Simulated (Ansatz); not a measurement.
**Zr2Br3Cl: properties of a relaxed candidate**

The task, for Zr2Br3Cl: see whether it has a gap, which orbitals make up the states near it and how charge is shared.

Computed with Ansatz 0.2.0 (DFT PBE, scalar-relativistic, plane waves, PAW, unless a step's input says otherwise).

## 1. Starting point

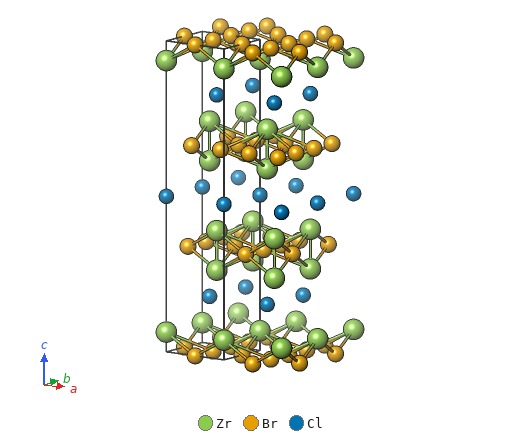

Start, viewed slightly off an axis; zirconium green, bromine amber, chlorine blue. 2×2×1 cells are drawn. Atoms on the faces are drawn again on the opposite ones. The cell drawn here is the conventional one.

As a file:

```
Zr Br Cl
1.0
     2.95686    1.70714    6.52916
    -2.95686    1.70714    6.52916
     0.00000   -3.41429    6.52916
Zr Br Cl
2 3 1
Direct
  0.93651 0.93651 0.93651
  0.06349 0.06349 0.06349
  0.00000 0.50000 0.50000
  0.50000 0.00000 0.50000
  0.50000 0.50000 0.00000
  0.50000 0.50000 0.50000
```

The cell was relaxed beforehand at this level, from a database cell with other species swapped in; it needn't be the stable form of this composition. At a tolerance of 0.05 Å it has space group R-3m (No. 166); it has 32.96 Å³/atom, an uncorrected energy of +0.22 eV/atom over the elements.

## 2. Static run: bands, density of states and charges

input.yaml

```yaml
crystal:
  lattice:
    - [2.956860641, 1.707144287, 6.5291587739]
    - [-2.956860641, 1.707144287, 6.5291587739]
    - [0.0, -3.4142885741, 6.5291587739]
  atoms:
    - { symbol: Zr, position: [0.936511239, 0.936511239, 0.936511239] }
    - { symbol: Zr, position: [0.063488761, 0.063488761, 0.063488761] }
    - { symbol: Br, position: [0.0, 0.5, 0.5] }
    - { symbol: Br, position: [0.5, 0.0, 0.5] }
    - { symbol: Br, position: [0.5, 0.5, 0.0] }
    - { symbol: Cl, position: [0.5, 0.5, 0.5] }
basis:
  ecutwfc: 420
kpoints:
  mp_grid: { grid: [12, 12, 12] }
  band_path:
    path:
      - [[0.0, 0.0, 0.0], [0.5, 0.5, 0.5], [0.78775749, 0.21224251, 0.5]]
      - [[0.5, -0.21224251, 0.21224251], [0.5, 0.0, 0.0], [0.0, 0.0, 0.0], [0.35612126, -0.35612126, 0.0]]
      - [[0.64387874, 0.0, 0.35612126], [0.5, 0.0, 0.5], [0.0, 0.0, 0.0]]
    npoints: 14
hamiltonian:
  xc: pbe
scf:
  occupations: { method: gaussian, width: 0.1 }
  n_extra_bands: 15
output:
  forces: true
  stress: true
  eigenvalues: true
  populations: true
  dos: { projected: true, de: 0.02, nscf_kmesh: { grid: [15, 15, 15] } }
  bader: true
  write_density: true
  write_potential: true
  elf: true
  volumetric_format: npy
```

Command:

```
ansatz run input.yaml --threads 1 --pin off --max-ram 2560MiB --backend cpu --events-out ev --progress --plain --runs-dir out
```

Output:

```text
Warning: RAYON_NUM_THREADS=1 ignored (pool sized by the plan → 1); use --threads N
scf.n_extra_bands = 15 over 26 filled bands (N_el = 52.0): the run solves 41 bands
Engine: ansatz 0.2.0, x86_64-unknown-linux-gnu
Pseudopotentials: kind: paw
Pseudopotential: Zr, paw, valence charge 12, recommended cutoff 420 eV (normal), Zr.paw.azcp
Pseudopotential: Br, paw, valence charge 7, recommended cutoff 420 eV (normal), Br.paw.azcp
Pseudopotential: Cl, paw, valence charge 7, recommended cutoff 420 eV (normal), Cl.paw.azcp
Functional definition: PBE
  parameter kappa = 0.804
  parameter beta = 0.06672455060314922
  exchange = pbe_x(kappa = kappa, mu = beta*pi^2/3)
  correlation = pbe_c(beta = beta)
Crystal: 6 atoms, lattice volume = 197.747 Å³
Basis set: ecut = 420 eV, 3861 PW (Γ), exchange–correlation on 100×100×100 points (8 copies of the dense FFT grid, shifted against one another)
Bands: 41, of which v1, the nominal top of the filled ones, is band 26 counted from 1 (25 counted from 0)
Symmetry: 12 space group operations
Space group: R-3m (ITA 166), of the structure as read, at distance tolerance 5.8e-5 Å
k-points: 189 of 1728
Non-local potential: Zr, projectors of the file, l = 0: 3, l = 1: 2, l = 2: 2, l = 3: 2
Non-local potential: Br, projectors of the file, l = 0: 2, l = 1: 2, l = 2: 2
Non-local potential: Cl, projectors of the file, l = 0: 2, l = 1: 2, l = 2: 2
PAW form: soft (Blöchl's): semilocal exchange-correlation on the pseudo side does not see the compensation charge
PAW one-centre angular grid: Zr, 590 points (default); XC on 64 Gauss nodes
PAW one-centre angular grid: Br, 110 points (default); XC on 64 Gauss nodes
PAW one-centre angular grid: Cl, 110 points (default); XC on 64 Gauss nodes
Initial density: superposition of atomic densities (neutral atoms: chi_scale 0, normalization atom), corrected by the library's trained network
Initial wavefunctions: pseudopotential atomic-orbital guess
Functional: x = pbe(κ = 0.804, μ = 0.2195149727645171), c = pbe(β = 0.06672455060314922)
SCF iter   1: F=—  HF=-17795.361891 eV  |F-HF|=—  |Δ(HF+E_count)|=         —  Δρ=8.05e-3  dr2=3.56e-1  ethr=1.77e-3  ⟨swp⟩=7.9  Hψ=38770  notcnv=0  defer=124
preconditioner: auto → LDOS  [metal: Δε(μ)=0.002 eV  Ē_g=8.691 eV  σ=0.100 eV  W_gap=0.01  n_scr=34 (ndim 8)  ℏωp=15.8 eV  f_vac=0.098  D(μ)=4.30/eV (n_scr^D=22)  β→1.0]
SCF iter   2: F=—  HF=-17795.343714 eV  |F-HF|=—  |Δ(HF+E_count)|=   1.82e-2  Δρ=5.25e-3  dr2=1.15e-1  ethr=6.84e-4  ⟨swp⟩=2.0  Hψ=12998  notcnv=0  defer=1156
SCF iter   3: F=—  HF=-17795.319607 eV  |F-HF|=—  |Δ(HF+E_count)|=   2.41e-2  Δρ=1.47e-3  dr2=6.64e-3  ethr=2.21e-4  ⟨swp⟩=2.0  Hψ=10757  notcnv=0  defer=1149
SCF iter   4: F=—  HF=-17795.318339 eV  |F-HF|=—  |Δ(HF+E_count)|=   1.27e-3  Δρ=3.96e-4  dr2=2.40e-4  ethr=1.28e-5  ⟨swp⟩=2.0  Hψ=10606  notcnv=0  defer=1141
SCF iter   5: F=—  HF=-17795.318540 eV  |F-HF|=—  |Δ(HF+E_count)|=   2.01e-4  Δρ=1.14e-4  dr2=1.75e-5  ethr=4.62e-7  ⟨swp⟩=2.0  Hψ=9979  notcnv=0  defer=1141
SCF iter   6: F=—  HF=-17795.318595 eV  |F-HF|=—  |Δ(HF+E_count)|=   5.52e-5  Δρ=3.52e-5  dr2=8.09e-7  ethr=3.37e-8  ⟨swp⟩=2.0  Hψ=11069  notcnv=0  defer=1141
SCF iter   7: F=—  HF=-17795.318597 eV  |F-HF|=—  |Δ(HF+E_count)|=   2.36e-6  Δρ=6.89e-6  dr2=1.17e-7  ethr=1.92e-10  ⟨swp⟩=17.1  Hψ=62689  notcnv=0
SCF iter   8: F=-17795.318597 eV  HF=-17795.318597 eV  |F-HF|=4.77e-9  |Δ(HF+E_count)|=   7.53e-9  Δρ=2.47e-6  dr2=8.91e-9  ethr=1.92e-10  ⟨swp⟩=8.6  Hψ=40992  notcnv=0
SCF 1 converged in 8 iterations: F = -17795.318597 eV  dr2 = 8.91e-9
NSCF: frozen V_eff on 101 k-points
NSCF: frozen V_eff on 344 k-points
SCF converged after 8 iterations
Free energy (F): -17795.318597 eV
Harris-Foulkes:  -17795.318597 eV  (|F-HF|=4.77e-9)
Internal energy: -17795.299871 eV  (E = F + TS)
E sigma→0 (E₀):  -17795.309234 eV
Entropy (-TS):   -0.018726 eV (-3.121 meV/atom)
Fermi energy:    5.293529 eV
--- Per-component energies (eV) ---
  E_band       = -452.937509
  E_kinetic    = 1223.299247
  E_local      = -3395.427594  (includes V_loc(G=0)·N_el)
  E_nonlocal   = 406.383238
  E_hartree    = 1157.399243
  E_xc         = -1218.180357
  E_vxc        = -807.183289  (∫ρ·V_xc dr)
  E_paw        = -13309.562215  (= ΣΔE_a)
  E_vpaw       = -194.808473  (= ΣTr[D̂ρ^β])
  E_aug_tail   = 0.000144  (compensation charges beyond the density's cutoff)
  E_ewald      = -2659.211577
  E_smearing   = -0.018726  (= −TS)
  E_closure    = 0.000000  (closes the sum)
  Σ components = -17795.318597   (vs F -17795.318597, Δ=0.00e0)
--- Forces (eV/Å), atoms counted from 1 ---
  atom   1  Zr    -0.00000000    -0.00000000     0.00329124
  atom   2  Zr     0.00000000     0.00000000    -0.00329124
  atom   3  Br     0.00000000     0.00000000     0.00000000
  atom   4  Br    -0.00000000    -0.00000000    -0.00000000
  atom   5  Br    -0.00000000    -0.00000000    -0.00000000
  atom   6  Cl     0.00000000    -0.00000000     0.00000000
  max |Σ_I F_I| component: 8.67e-19 eV/Å
--- Stress (GPa, compression-positive) ---
       -0.001648      -0.000000      -0.000000
       -0.000000      -0.001648      -0.000000
       -0.000000      -0.000000       0.001403
  P = ⅓ Tr σ = -0.0006 GPa (-0.006 kbar)
--- Band table (eV; the first three rows and the last of 189) ---
  k-point 0: bands = ["-44.4577", "-44.1558", "-22.8296", "-22.6689", "-22.6689", "-22.4200", "-22.4200", "-21.0855", "-11.2211", "-9.4404", "-9.4404", "-8.5312", "-1.0544", "-0.5129", "-0.5129", "0.2870", "2.0828", "2.0828", "3.3694", "3.3694", "3.7585", "4.0260", "4.5348", "5.2758", "5.2758", "5.6999", "5.7561", "5.7561", "6.2216", "6.2216", "7.3319", "7.3319", "7.5531", "7.5531", "8.0111", "8.6546", "9.4566", "10.3252", "10.3252", "11.0718", "12.8246"]
  k-point 1: bands = ["-44.4577", "-44.1558", "-22.8295", "-22.6691", "-22.6690", "-22.4200", "-22.4200", "-21.0855", "-11.1992", "-9.4773", "-9.4408", "-8.5313", "-0.9822", "-0.5134", "-0.4658", "0.3183", "2.0650", "2.0911", "3.3288", "3.3696", "3.7473", "3.8298", "4.5837", "5.1239", "5.2343", "5.6736", "5.8026", "5.9473", "6.1340", "6.2013", "7.2312", "7.2435", "7.5904", "7.6037", "8.1826", "8.5288", "9.3149", "10.4126", "10.7247", "11.1570", "12.6217"]
  k-point 2: bands = ["-44.4577", "-44.1558", "-22.8294", "-22.6696", "-22.6691", "-22.4201", "-22.4200", "-21.0855", "-11.1348", "-9.5822", "-9.4422", "-8.5316", "-0.8217", "-0.4610", "-0.3255", "0.4098", "2.0133", "2.1140", "3.2212", "3.3092", "3.4355", "3.7228", "4.6212", "4.8296", "5.1989", "5.4375", "5.8572", "6.0595", "6.1752", "6.3937", "7.0248", "7.0271", "7.6546", "7.6850", "8.2780", "8.5719", "9.2257", "10.6448", "11.3667", "11.4815", "12.1638"]
  k-point 188: bands = ["-44.4576", "-44.1558", "-22.8288", "-22.6691", "-22.6691", "-22.4197", "-22.4197", "-21.0866", "-11.2139", "-9.4408", "-9.4408", "-8.5527", "-1.0255", "-0.5110", "-0.5110", "0.5315", "2.3644", "2.3644", "2.9782", "2.9782", "3.0556", "4.0266", "4.9846", "5.1273", "5.1273", "5.8558", "5.8558", "6.0612", "6.0612", "6.1026", "6.6692", "7.2974", "7.2974", "8.2455", "8.2455", "8.7533", "10.2928", "10.6804", "10.6804", "11.3614", "11.4377"]
--- Löwdin populations: 6 sites ---
  site symbol       q [e]
     0     Zr     11.2804
     1     Zr     11.2804
     2     Br      7.1686
     3     Br      7.1686
     4     Br      7.1686
     5     Cl      7.6674
  spilling = 0.005117 (of n_electrons = 52.000000)
--- Bader charges: 6 sites ---
  site symbol  charge [e]  shift [e]
     0     Zr      1.1850     0.0000
     1     Zr      1.1850     0.0000
     2     Br     -0.5118     0.0000
     3     Br     -0.5118     0.0000
     4     Br     -0.5118     0.0000
     5     Cl     -0.8346     0.0000
  estimated error of the sums over rays = 2.4e-4 e
```

Wall time 2.4 min (1 thread of Intel Xeon 6975P-C (Granite Rapids), shared host); peak memory 1.9 GiB.

By site:

```
atom  Löwdin electrons  Bader charge (e)  Bader volume (Å³)
 Zr1             11.28             +1.19               29.6
 Zr2             11.28             +1.19               29.6
 Br3              7.17             -0.51               30.3
 Br4              7.17             -0.51               30.3
 Br5              7.17             -0.51               30.3
 Cl6              7.67             -0.83               44.7
```

The Löwdin counts miss 0.27 of the 52 electrons, which the atomic orbitals do not span, so they are no charges.

bands.tsv at the labelled points (eV, zero at the Fermi level; the bands nearest the Fermi level):

```tsv
point	band 23	band 24	band 25	band 26	band 27	band 28	band 29	band 30
Γ	-0.76	-0.02	-0.02	0.41	0.46	0.46	0.93	0.93
T	-0.31	-0.17	-0.17	0.56	0.56	0.77	0.77	0.81
H2	-1.70	-0.88	-0.38	-0.25	-0.22	1.14	1.32	1.45
H0	-1.70	-0.88	-0.38	-0.25	-0.22	1.14	1.32	1.45
L	-1.59	-0.72	-0.28	-0.04	0.36	0.70	0.88	1.10
Γ	-0.76	-0.02	-0.02	0.41	0.46	0.46	0.93	0.93
S0	-1.65	-0.92	-0.32	-0.31	-0.27	1.17	1.26	1.52
S2	-1.65	-0.92	-0.32	-0.31	-0.27	1.17	1.26	1.52
F	-1.67	-0.55	-0.31	-0.04	0.36	0.64	1.14	1.15
Γ	-0.76	-0.02	-0.02	0.41	0.46	0.46	0.93	0.93
```

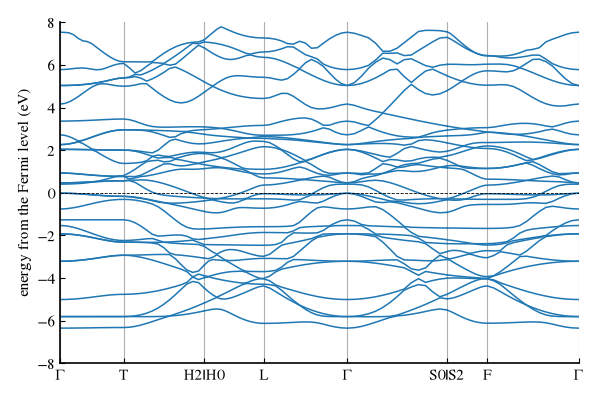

Bands along the path. Deeper bands lie below the window drawn.

Counts of states by energy window (eV from the Fermi level), total and by projection:

| from | to | total | Zr 5s | Zr 4d | Br 4p | Cl 3p |
| --- | --- | --- | --- | --- | --- | --- |
| -6 | -5 | 3.19 | 0.13 | 0.26 | 2.70 | 0.01 |
| -5 | -4 | 3.84 | 0.12 | 0.27 | 3.18 | 0.17 |
| -4 | -3 | 4.54 | 0.07 | 0.41 | 3.47 | 0.51 |
| -3 | -2 | 5.92 | 0.10 | 0.34 | 2.30 | 3.06 |
| -2 | -1 | 3.11 | 0.02 | 0.11 | 1.13 | 1.80 |
| -1 | 0 | 6.51 | 0.28 | 3.97 | 1.92 | 0.12 |
| 0 | 1 | 3.85 | 0.21 | 2.63 | 0.79 | 0.05 |
| 1 | 2 | 7.08 | 0.86 | 5.16 | 0.65 | 0.08 |
| 2 | 3 | 7.05 | 1.14 | 4.80 | 0.49 | 0.12 |
| 3 | 4 | 2.04 | 0.48 | 1.21 | 0.09 | 0.01 |
| 4 | 5 | 1.78 | 0.08 | 0.11 | 0.02 | 0.01 |
| 5 | 6 | 2.74 | 0.05 | 0.09 | 0.04 | 0.00 |

Below -6 eV lie 25 or so more states.

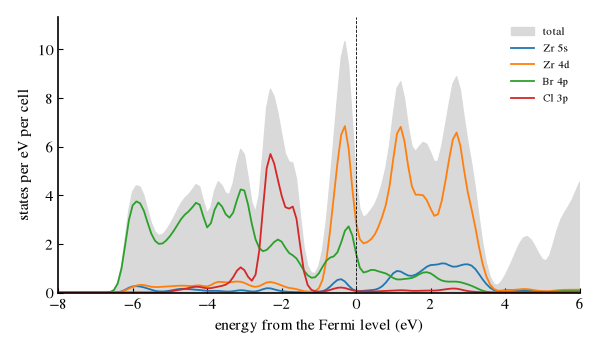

Total and projected density of states, smoothed over about 0.40 eV.

Axes a, b and c in the maps are those of this run's conventional cell (a, b, c = 5.914, 5.914, 19.587 Å).

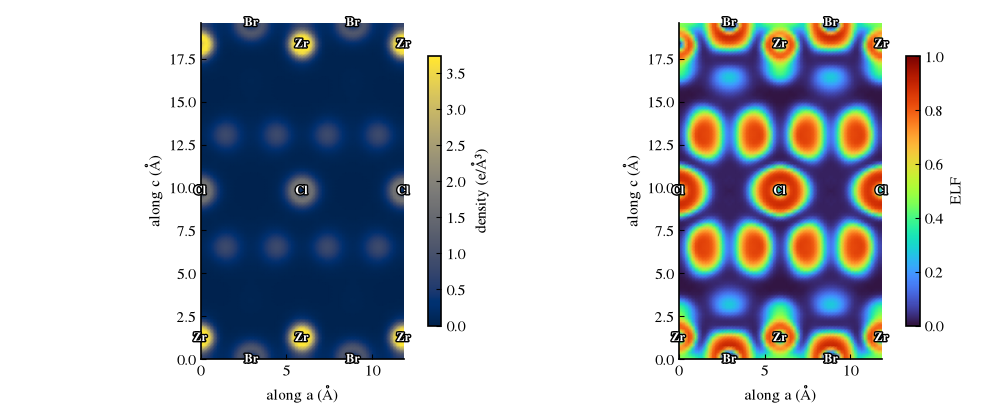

Density (left) and ELF (right) in a lattice plane of the grid's cell (edges 5.91 and 19.59 Å, at 0.000 of the third edge), which holds Zr and Br and Cl. Only atoms in the plane are labelled; the density scale stops at 3.73 e/Å³. Both are smooth fields of the valence electrons: close to the nuclei they are not physical.

Maxima of ELF outside the ion cores: 0.90 in the shell around Br, 0.9 Å from Br; 0.90 beside Br, off the lines to its neighbours, 0.8 Å from Br; 0.89 in the shell around Cl, 0.8 Å from Cl.

## 3. The same system, input altered

input.yaml

```yaml
crystal:
  lattice:
    - [2.956860641, 1.707144287, 6.5291587739]
    - [-2.956860641, 1.707144287, 6.5291587739]
    - [0.0, -3.4142885741, 6.5291587739]
  atoms:
    - { symbol: Zr, position: [0.936511239, 0.936511239, 0.936511239] }
    - { symbol: Zr, position: [0.063488761, 0.063488761, 0.063488761] }
    - { symbol: Br, position: [0.0, 0.5, 0.5] }
    - { symbol: Br, position: [0.5, 0.0, 0.5] }
    - { symbol: Br, position: [0.5, 0.5, 0.0] }
    - { symbol: Cl, position: [0.5, 0.5, 0.5] }
basis:
  ecutwfc: 420
kpoints:
  mp_grid: { grid: [12, 12, 12] }
hamiltonian:
  xc: pbe
scf:
  occupations: { method: gaussian, width: 0.1 }
  max_iter: 80
output:
  forces: true
  eigenvalues: true
  stress: true
total_charge: 0.5
```

Command:

```
ansatz run input.yaml --threads 1 --pin off --max-ram 2560MiB --backend cpu --events-out ev --progress --plain --runs-dir out
```

Output (excerpt; [...] marks lines left out):

```text
Warning: RAYON_NUM_THREADS=1 ignored (pool sized by the plan → 1); use --threads N
[...]
[... 5 set-up lines as earlier in the session ...]
[...]
Crystal: 6 atoms, lattice volume = 197.747 Å³
Basis set: ecut = 420 eV, 3861 PW (Γ), exchange–correlation on 100×100×100 points (8 copies of the dense FFT grid, shifted against one another)
Bands: 32, of which v1, the nominal top of the filled ones, is band 26 counted from 1 (25 counted from 0)
[... 2 set-up lines as earlier in the session ...]
k-points: 189 of 1728
[...]
SCF iter   9: F=-17797.898708 eV  HF=-17797.898708 eV  |F-HF|=6.18e-9  |Δ(HF+E_count)|=   1.08e-7  Δρ=2.79e-6  dr2=7.36e-9  ethr=1.94e-10  ⟨swp⟩=10.4  Hψ=26321  notcnv=0
[...]
SCF converged after 9 iterations
Free energy (F): -17797.898708 eV
[...]
E sigma→0 (E₀):  -17797.881860 eV
Entropy (-TS):   -0.033696 eV (-5.616 meV/atom)
Fermi energy:    5.032349 eV
[...]
--- Forces (eV/Å), atoms counted from 1 ---
  atom   1  Zr     0.00000000     0.00000000    -0.89142512
  atom   2  Zr    -0.00000000    -0.00000000     0.89142512
  atom   3  Br     0.00000000     0.00000000     0.00000000
  atom   4  Br    -0.00000000    -0.00000000    -0.00000000
  atom   5  Br    -0.00000000     0.00000000     0.00000000
  atom   6  Cl     0.00000000     0.00000000     0.00000000
[...]
--- Stress (GPa, compression-positive) ---
       -1.147060      -0.000000      -0.000000
       -0.000000      -1.147060      -0.000000
       -0.000000      -0.000000       1.787867
  P = ⅓ Tr σ = -0.1688 GPa (-1.688 kbar)
--- Band table (eV; the first three rows and the last of 189) ---
[...]
```

Wall time 34 s (1 thread of Intel Xeon 6975P-C (Granite Rapids), shared host); peak memory 1.1 GiB.

## 4. Can this result be trusted?

The run converged and reported no error. Convergence says nothing about whether the input makes sense.

In the input, total_charge is 0.5. The net charge is not the one intended, so the run treats another number of electrons.

To undo it: delete total_charge (the default then holds).

```
    run     ending   energy change  pressure (GPa)  gap (eV)  force (eV/Å)  cycles     time
 step 2  converged               -             0.0      0.00          0.00       8  2.4 min
altered  converged  not comparable            -0.2      0.00          0.89       9     34 s
```

Total energies don't compare across a change of charge; the largest force goes from 0.00 to 0.89 eV/Å. A charged periodic cell is neutralised by a uniform background, so its energy and pressure also depend on the cell's size.

## 5. Results

| quantity | value |
| --- | --- |
| gap | none (metal) |
| states at the Fermi level | 2.45 per eV per cell |
| Bader charges | Zr +1.19, Br -0.51, Cl -0.83 e |

What this shows: There is no gap at this level. Of the projected weight within 0.25 eV of the Fermi level, the largest part is Zr 4d (60 %) and Br 4p (36 %). Bader charges reach 1.2 e, so charge transfer in this metal is strong.
